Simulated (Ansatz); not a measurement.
Take BeTe in the zinc blende structure (space group F-43m, No. 216; a = 5.604 Å) as the base.

It is then changed as follows: the cell is scaled by 0.9900 in all directions, atoms relaxed at fixed cell.

Level of theory: PBEsol, PAW, 420 eV (Ansatz, a program for electronic structure; no SOC).

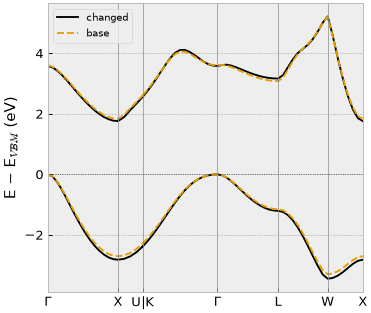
Figure. Highest valence and lowest conduction band along the path, each from its own valence-band maximum

The gap is 1.76 eV, indirect, Γ → X; the base has 1.84 eV.

With Te present, leaving out spin-orbit coupling can change the band edges. The cells carry an imposed strain or load. No phonon test of stability was made.
